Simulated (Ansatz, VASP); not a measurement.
# Cross-check of Cu (Copper) between VASP and Ansatz

One calculation is typed for both programs; each brings its own data sets. How far apart do they land? The cell is taken from a series of VASP runs on this material, whose earlier steps may have relaxed, scaled or displaced it; both programs get it as it stands. Valence electrons are named where the data sets of a main pair hold unlike numbers.

Method: plane waves, with VASP 6.6.1 beside it; band structure at LDA, in Ansatz 0.2.0.

### 1. Starting point

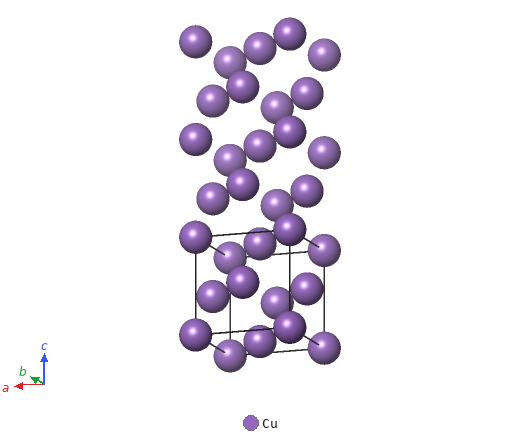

The starting structure, seen from a free direction (copper purple). 1×1×3 cells are drawn. This picture shows the conventional cell, with its axes. Some periodic images of atoms are drawn too.

### 2. VASP: band structure, LDA

A single point gives forces, pressure and levels at one fixed geometry, so differences don't come from the geometry; what else differs is listed under the comparison.

Lines of VASP's logs that name or quote its potential files are left out, and so is its time.

File INCAR:

```
SYSTEM = Cu
PREC = Accurate
ENCUT = 400
EDIFF = 1E-06
NELM = 100
ISMEAR = 1
SIGMA = 0.2
LREAL = .FALSE.
ALGO = Normal
GGA = CA
NBANDS = 16
LASPH = .TRUE.
LORBIT = 11
LWAVE = .FALSE.
LCHARG = .FALSE.
KPAR = 2
```

File POSCAR:

```
Cu
1.0
    0.0000000000      1.7590729518      1.7590729518
    1.7590729518      0.0000000000      1.7590729518
    1.7590729518      1.7590729518      0.0000000000
Cu
1
Direct
    0.0000000000      0.0000000000      0.0000000000
```

File KPOINTS:

```
Automatic mesh
0
Gamma
13 13 13
0 0 0
```

File KPOINTS_OPT:

```
Line mode
16
Line-mode
Reciprocal
  0.00000000   0.00000000   0.00000000 GAMMA
  0.50000000   0.00000000   0.50000000 X

  0.50000000   0.00000000   0.50000000 X
  0.50000000   0.25000000   0.75000000 W

  0.50000000   0.25000000   0.75000000 W
  0.37500000   0.37500000   0.75000000 K

  0.37500000   0.37500000   0.75000000 K
  0.00000000   0.00000000   0.00000000 GAMMA

  0.00000000   0.00000000   0.00000000 GAMMA
  0.50000000   0.50000000   0.50000000 L

  0.50000000   0.50000000   0.50000000 L
  0.62500000   0.25000000   0.62500000 U

  0.62500000   0.25000000   0.62500000 U
  0.50000000   0.25000000   0.75000000 W

  0.50000000   0.25000000   0.75000000 W
  0.50000000   0.50000000   0.50000000 L

  0.50000000   0.50000000   0.50000000 L
  0.37500000   0.37500000   0.75000000 K

  0.62500000   0.25000000   0.62500000 U
  0.50000000   0.00000000   0.50000000 X
```

PAW data sets: Cu (LDA family, release 64).

Launch:

```sh
mpirun -np 2 vasp_std
```

Numbers of over 12 decimals in the logs are rounded to 6 here.

The program printed:

```text
[banner, memory and clock lines left out]
running    2 mpi-ranks, on    1 nodes
 distrk:  each k-point on    1 cores,    2 groups
 distr:  one band on    1 cores,    1 groups

 POSCAR found type information on POSCAR Cu
 POSCAR found :  1 types and       1 ions
 LDA part: xc-table for (Slater(with rela. corr.)+CA(PZ))
 , standard interpolation
 POSCAR, INCAR and KPOINTS ok, starting setup
 FFT: planning ... GRIDC
 FFT: planning ... GRID_SOFT
 FFT: planning ... GRID
 WAVECAR not read
 entering main loop
       N       E                     dE             d eps       ncg     rms          rms(c)
DAV:   1     0.356114652919E+02    0.35611E+02   -0.40540E+03  3168   0.996E+02
DAV:   2    -0.441790931348E+01   -0.40029E+02   -0.36361E+02  3016   0.169E+02
DAV:   3    -0.572482690166E+01   -0.13069E+01   -0.13045E+01  3264   0.295E+01
DAV:   4    -0.573074542783E+01   -0.59185E-02   -0.59182E-02  3232   0.180E+00
DAV:   5    -0.573078923100E+01   -0.43803E-04   -0.43803E-04  3312   0.159E-01    0.805E+00
DAV:   6    -0.508255588711E+01    0.64823E+00   -0.13352E+01  3480   0.565E+01    0.370E+00
DAV:   7    -0.472933627444E+01    0.35322E+00   -0.19620E+00  3456   0.217E+01    0.635E-01
DAV:   8    -0.471311560028E+01    0.16221E-01   -0.53225E-03  3408   0.722E-01    0.282E-01
DAV:   9    -0.471159230961E+01    0.15233E-02   -0.65684E-03  3576   0.109E+00    0.113E-02
DAV:  10    -0.471160269277E+01   -0.10383E-04   -0.18142E-05  2952   0.452E-02    0.420E-03
DAV:  11    -0.471160477530E+01   -0.20825E-05   -0.55214E-07  2680   0.797E-03    0.404E-04
DAV:  12    -0.471160477765E+01   -0.23554E-08   -0.40897E-08  1600   0.173E-03
   1 F= -.47116048E+01 E0= -.47115217E+01  d E =-.249184E-03
 Start KPOINTS_OPT (optional k-point list driver)
k-point batch [1-84\160]
       N       E                     dE             ncg
DAV:   1     0.779275617821E+04   -0.24298E+05     3232
DAV:   2     0.454437360636E+04   -0.32484E+04     2896
DAV:   3     0.443377237869E+04   -0.11060E+03     3488
DAV:   4     0.443316365985E+04   -0.60872E+00     3160
DAV:   5     0.443315890879E+04   -0.47511E-02     3536
DAV:   6     0.443315885065E+04   -0.58140E-04     3168
DAV:   7     0.443315884994E+04   -0.70917E-06     2792
k-point batch [85-160\160]
       N       E                     dE             ncg
DAV:   1     0.108283001166E+05   -0.33361E+05     2944
DAV:   2     0.783556242499E+04   -0.29927E+04     2760
DAV:   3     0.774163181859E+04   -0.93931E+02     3040
DAV:   4     0.774116148849E+04   -0.47033E+00     3008
DAV:   5     0.774115752989E+04   -0.39586E-02     3080
DAV:   6     0.774115747921E+04   -0.50681E-04     3080
DAV:   7     0.774115747861E+04   -0.60198E-06     2376
```

Parts of OUTCAR (step 2):

```text
ion  position               nearest neighbor table
   1  0.000  0.000  0.000-

  LATTYP: Found a face centered cubic cell.
 ALAT       =     3.5181459036

 Subroutine GETGRP returns: Found 48 space group operations
 (whereof 48 operations were pure point group operations)

The static configuration has the point symmetry O_h .

 Found     84 irreducible k-points:

   k-points           NKPTS =     84   k-points in BZ     NKDIM =     84   number of bands    NBANDS=     16

   dimension x,y,z NGX =    16 NGY =   16 NGZ =   16
   dimension x,y,z NGXF=    32 NGYF=   32 NGZF=   32

   ENCUT  =  400.0 eV  29.40 Ry    5.42 a.u.   4.06  4.06  4.06*2*pi/ulx,y,z

   NELECT =      11.0000    total number of electrons

 k-points in reciprocal lattice and weights: Automatic mesh
   0.00000000  0.00000000  0.00000000       0.000
   0.07692308  0.00000000  0.00000000       0.004
   0.15384615  0.00000000  0.00000000       0.004
   0.23076923  0.00000000  0.00000000       0.004
   0.30769231  0.00000000  0.00000000       0.004
   0.38461538  0.00000000  0.00000000       0.004
   0.46153846  0.00000000  0.00000000       0.004
   0.07692308  0.07692308  0.00000000       0.003
   0.15384615  0.07692308  0.00000000       0.011
[...]
-0.30769231  0.46153846  0.15384615       0.011
  -0.30769231  0.46153846  0.23076923       0.011

 average (electrostatic) potential at core
       1 -63.7284

 E-fermi :   8.6032

 k-point     1 :       0.0000    0.0000    0.0000
  band No.  band energies     occupation
    ...
      2       5.0677      2.00000
      3       5.0677      2.00000
      4       5.0677      2.00000
      5       6.0172      2.00000
      6       6.0172      2.00000
      7      31.7280      0.00000
      8      34.8469      0.00000
      9      34.8469      0.00000
     10      34.8469      0.00000
     11      37.4654      0.00000
    ...

 k-point     2 :       0.0769    0.0000    0.0000
  band No.  band energies     occupation
    ...
      2       5.0162      2.00000
      3       5.1131      2.00000
      4       5.1131      2.00000
      5       5.9996      2.00000
      6       5.9996      2.00000
      7      30.4429      0.00000
      8      32.9216      0.00000
      9      34.2320      0.00000
     10      34.2320      0.00000
     11      38.3758      0.00000
    ...

 k-point     3 :       0.1538    0.0000    0.0000
  band No.  band energies     occupation
    ...
      2       4.8900      2.00000
      3       5.2112      2.00000
      4       5.2112      2.00000
      5       5.9818      2.00000
      6       5.9818      2.00000
      7      26.5722      0.00000
      8      32.3761      0.00000
      9      33.3033      0.00000
     10      33.3033      0.00000
     11      39.3102      0.00000
    ...

  Total       -0.0037092     -0.0037092     -0.0037092      0.0000000     -0.0000000      0.0000000
  in kB       -0.5458994     -0.5458994     -0.5458994      0.0000000     -0.0000000      0.0000000
  external PRESSURE =      -0.5458994 kB  Pullay stress =       0.0000000 kB

  energy-cutoff  :      400.00
  volume of cell :       10.89
      direct lattice vectors                 reciprocal lattice vectors
     0.000000000  1.759072952  1.759072952    -0.284240628  0.284240628  0.284240628
     1.759072952  0.000000000  1.759072952     0.284240628 -0.284240628  0.284240628
     1.759072952  1.759072952  0.000000000     0.284240628  0.284240628 -0.284240628

 POSITION                                       TOTAL-FORCE (eV/Angst)
 -----------------------------------------------------------------------------------
      0.00000      0.00000      0.00000         0.000000      0.000000      0.000000
 -----------------------------------------------------------------------------------
    total drift:                                0.000000      0.000000      0.000000

  FREE ENERGIE OF THE ION-ELECTRON SYSTEM (eV)
  ---------------------------------------------------
  free  energy   TOTEN  =        -4.7116047777 eV

  energy  without entropy=       -4.7113555939  energy(sigma->0) =       -4.71152172

 total charge
# of ion       s       p       d       tot
------------------------------------------
    1        0.480   0.446   9.186  10.111

[... 3 further parts left out ...]
```

This run has no spin polarisation. Its electron count is odd, so without a moment it is a metal by construction.

### 3. Ansatz: band structure, LDA

Ansatz runs on its default PAW (the set named soft_2) files.

The same cell, functional (in two slightly different forms), mesh and smearing now go to Ansatz, which takes its cutoff from its data sets.

File input.yaml:

```yaml
crystal:
  lattice:
    - [0.0, 1.7590729518, 1.7590729518]
    - [1.7590729518, 0.0, 1.7590729518]
    - [1.7590729518, 1.7590729518, 0.0]
  atoms:
    - { symbol: Cu, position: [0.0, 0.0, 0.0] }
hamiltonian:
  xc: lda
  pseudopotentials: { kind: paw }
kpoints:
  mp_grid: { grid: [13, 13, 13] }
  band_path:
    path:
      - [0.0, 0.0, 0.0]
      - [0.16667, 0.0, 0.16667]
      - [0.33333, 0.0, 0.33333]
      - [0.5, 0.0, 0.5]
      - [0.5, 0.08333, 0.58333]
      - [0.5, 0.18333, 0.68333]
      - [0.5, 0.25, 0.75]
      - [0.45, 0.3, 0.75]
      - [0.40833, 0.34167, 0.75]
      - [0.35, 0.35, 0.7]
      - [0.225, 0.225, 0.45]
      - [0.075, 0.075, 0.15]
      - [0.03333, 0.03333, 0.03333]
      - [0.23333, 0.23333, 0.23333]
      - [0.4, 0.4, 0.4]
      - [0.51667, 0.46667, 0.51667]
      - [0.55833, 0.38333, 0.55833]
      - [0.60833, 0.28333, 0.60833]
      - [0.60833, 0.25, 0.64167]
      - [0.55833, 0.25, 0.69167]
      - [0.51667, 0.25, 0.73333]
      - [0.5, 0.3, 0.7]
      - [0.5, 0.38333, 0.61667]
      - [0.5, 0.48333, 0.51667]
      - [0.475, 0.475, 0.55]
      - [0.425, 0.425, 0.65]
      - [0.38333, 0.38333, 0.73333]
      - [0.59167, 0.18333, 0.59167]
      - [0.55, 0.1, 0.55]
      - [0.5, 0.0, 0.5]
    npoints: 1
scf:
  occupations: { method: methfessel_paxton, width: 0.2 }
  n_extra_bands: 6
output:
  forces: true
  stress: true
  eigenvalues: true
```

Launch:

```sh
ansatz run input.yaml --threads 2 --pin off --max-ram 4608MiB --backend cpu --events-out ev --progress --plain --runs-dir out
```

The program printed:

```text
scf.n_extra_bands = 6 over 10 filled bands (N_el = 19.0): the run solves 16 bands
Engine: ansatz 0.2.0, aarch64-unknown-linux-gnu
Pseudopotentials: kind: paw
Pseudopotential: Cu, paw, valence charge 19, recommended cutoff 420 eV (normal), Cu.paw.azcp
Functional definition: SPW92
  exchange = slater_x
  correlation = pw_c
Crystal: 1 atoms, lattice volume = 10.886 Å³
Basis set: ecut = 420 eV, 181 PW (Γ)
Bands: 16, of which v1, the nominal top of the filled ones, is band 10 counted from 1 (9 counted from 0)
Symmetry: 48 space group operations
Space group: Fm-3m (ITA 225), of the structure as read, at distance tolerance 2.2e-5 Å
k-points: 84 of 2197
Non-local potential: Cu, projectors of the file, l = 0: 3, l = 1: 2, l = 2: 3, l = 3: 1
PAW form: soft (Blöchl's): semilocal exchange-correlation on the pseudo side does not see the compensation charge
PAW frozen core: Cu, regenerated for the run's functional, and the local potential with it (the file was generated under x = pbe(κ = 0.804, μ = 0.219515), c = pbe(β = 0.066725))
PAW one-centre angular grid: Cu, 590 points (default); XC on 64 Gauss nodes
Initial density: superposition of atomic densities (neutral atoms: chi_scale 0, normalization atom), corrected by the library's trained network
Initial wavefunctions: pseudopotential atomic-orbital guess
Functional: x = slater, c = lda
SCF iter   1: F=—  HF=-6555.729723 eV  |F-HF|=—  |Δ(HF+E_count)|=         —  Δρ=2.30e-2  dr2=2.52e-2  ethr=1.77e-3  ⟨swp⟩=4.8  Hψ=6617  notcnv=0  defer=3
preconditioner: auto → none  [insulator: Δε(μ)=0.177 eV  Ē_g=22.884 eV  σ=0.200 eV  W_gap=0.53  n_scr=0 (ndim 8)  ℏωp=37.3 eV  f_vac=0.000  D(μ)=0.36/eV (n_scr^D=0)  ε∞_Penn≈3.7]
SCF iter   2: F=—  HF=-6555.722699 eV  |F-HF|=—  |Δ(HF+E_count)|=   7.02e-3  S|Δr|=    0.00e0  Δρ=1.97e-3  dr2=3.38e-4  ethr=1.32e-4  ⟨swp⟩=2.6  Hψ=2527  notcnv=0  defer=15
SCF iter   3: F=—  HF=-6555.722622 eV  |F-HF|=—  |Δ(HF+E_count)|=   7.65e-5  S|Δr|=    0.00e0  Δρ=1.46e-3  dr2=6.22e-5  ethr=1.78e-6  ⟨swp⟩=2.2  Hψ=1709  notcnv=0  defer=15
SCF iter   4: F=—  HF=-6555.722650 eV  |F-HF|=—  |Δ(HF+E_count)|=   2.82e-5  S|Δr|=    0.00e0  Δρ=2.22e-5  dr2=1.15e-8  ethr=5.26e-10  ⟨swp⟩=7.4  Hψ=7014  notcnv=0
SCF iter   5: F=-6555.722650 eV  HF=-6555.722650 eV  |F-HF|=2.94e-10  |Δ(HF+E_count)|=   1.40e-8  S|Δr|=    0.00e0  Δρ=2.65e-6  dr2=1.62e-10  ethr=6.08e-11  ⟨swp⟩=2.0  Hψ=3750  notcnv=0
SCF 1 converged in 5 iterations: F = -6555.722650 eV  dr2 = 1.62e-10
  greatest PAW one-centre occupation: 1.000 electrons in one spin orbital (limit 2), on the Cu atom at site 0 (counted from 0), in its partial waves of l = 0
NSCF: frozen V_eff on 30 k-points
SCF converged after 5 iterations
Stability not checked: this state was not tested for a lower state beside it, because cold or Methfessel-Paxton smearing, or corrected tetrahedra, fill the levels in a way that the test cannot read (fill_not_monotonic; see scf.lower_state_search)
Free energy (F): -6555.722650 eV
Harris-Foulkes:  -6555.722650 eV  (|F-HF|=2.94e-10)
Internal energy: -6555.722361 eV  (E = F + TS)
E sigma→0 (E₀):  -6555.722578 eV
Entropy (-TS):   -0.000289 eV (-0.289 meV/atom)
Fermi energy:    18.354841 eV
--- Per-component energies (eV) ---
  E_band       = -333.803631
  E_kinetic    = 301.582927
  E_local      = -3901.468812  (includes V_loc(G=0)·N_el)
  E_nonlocal   = 393.307383
  E_hartree    = 1719.799953
  E_xc         = -89.923941
  E_vxc        = -116.638516  (∫ρ·V_xc dr)
  E_paw        = -1592.265166  (= ΣΔE_a)
  E_vpaw       = -450.186401  (= ΣTr[D̂ρ^β])
  E_aug_tail   = 0.000270  (compensation charges beyond the density's cutoff)
  E_ewald      = -3387.204635
  E_core_change = 0.449660  (= ΣΔE_core)
  E_smearing   = -0.000289  (= −TS)
  E_closure    = 0.000000  (closes the sum)
  Σ components = -6555.722650   (vs F -6555.722650, Δ=0.00e0)
--- Forces (eV/Å), atoms counted from 1 ---
  atom   1  Cu     0.00000000     0.00000000     0.00000000
  max |Σ_I F_I| component: 8.22e-32 eV/Å
--- Stress (GPa, compression-positive) ---
       -0.094950      -0.000000      -0.000000
       -0.000000      -0.094950       0.000000
        0.000000       0.000000      -0.094950
  P = ⅓ Tr σ = -0.0949 GPa (-0.949 kbar)
--- Band table (eV; the first three rows and the last of 84) ---
  k-point 0: bands = [... 6 lower, 14.8442, 14.8442, 15.8070, 15.8070, 41.5221, 44.4582, 44.4582, 44.4582, ... 2 higher]
  k-point 1: bands = [... 6 lower, 14.8901, 14.8901, 15.7892, 15.7892, 40.1720, 42.6134, 43.8407, 43.8407, ... 2 higher]
  k-point 2: bands = [... 6 lower, 14.9897, 14.9897, 15.7716, 15.7716, 36.2717, 42.1240, 42.9084, 42.9084, ... 2 higher]
  k-point 83: bands = [... 6 lower, 14.3825, 15.7710, 16.5855, 23.2834, 25.3216, 27.4507, 28.0516, 46.4487, ... 2 higher]
```

Run time: 0.96 s. Hardware: 2 threads of Arm Neoverse V1, shared host; peak memory 0.26 GiB; 1.7 s of CPU time.

Reading the cycles: dr2 is the Hartree energy of the density residual (eV), the measure of convergence; HF is the Harris–Foulkes estimate of the energy, which meets the free energy F at convergence.

### 4. Comparison

Known differences besides the potentials themselves: the two LDA forms differ slightly; the data sets hold 19 valence electrons in Ansatz (on its default PAW (the set named soft_2) files) and 11 in VASP; the cutoff is 420 eV in Ansatz and 400 eV in VASP; VASP's log shows a relativistic correction to its local exchange, Ansatz's none. Total energies have different zeros and are not compared.

Both answers:

| quantity | Ansatz | VASP | difference |
| --- | --- | --- | --- |
| pressure (GPa) | -0.09 | -0.05 | -0.04 |
| pressure without Ansatz's Pulay correction (GPa) | -0.21 | -0.05 | -0.16 |

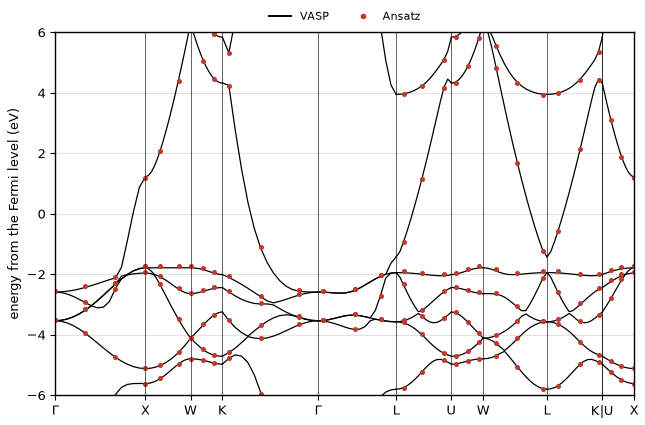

Bands from VASP (lines) and levels from Ansatz (dots). Dots without a line are higher empty bands that the VASP plot leaves out.

Levels from 3 eV below to 2 eV above the Fermi level differ by 41 meV r.m.s. and 51 meV at most; each VASP level is matched to the nearest of Ansatz, which flatters the figure a little. Ansatz's pressure holds a Pulay correction of 0.12 GPa; VASP's holds none.

### 5. Results

```yaml
r_m_s_difference_of_levels_near_the_fermi_level_band_structure_lda: 41 meV
```

**Reading.** The r.m.s. difference of levels near the Fermi level is 41 meV (band structure, LDA), within the 80 meV picked in this series as the mark of a large difference. The data sets hold unlike numbers of valence electrons (19 in Ansatz and 11 in VASP), so part of the differences comes from the potentials. Such differences can come from data sets, numerical settings and the points named under the comparisons, not from the functional's error against experiment.

[Lines on the potential files, build, host, timing and source positions are cut from VASP's logs without a mark.]

[Logs are printed without paths, hosts, clocks, repeated set-up lines and the standing remarks that a program may print on its own settings, such as how far it seeks lower states.]

[Hosts, paths, dates, database ids (printed as entryN), source tags and the programs' standing remarks are cut or masked in the printed files.]
